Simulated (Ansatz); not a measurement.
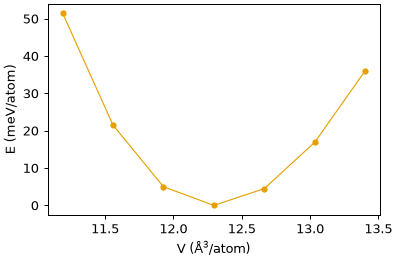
ZnCu (CsCl type, space group No. 221) under volume change, DFT-PBEsol in the program Ansatz with PAW potentials, scaled uniformly.

Q: What does a third-order Birch–Murnaghan fit give for V₀, B₀ and B′?

A: V₀ = 12.30 Å³/atom, B₀ = 137 GPa, B′ = 4.9.

Space group Pm-3m (CsCl type). Symmetry was held in the PBEsol relaxation; of distortions, only those at the zone centre were tested. The run is not spin-polarised.

Potentials: the later of the program's two PAW sets.
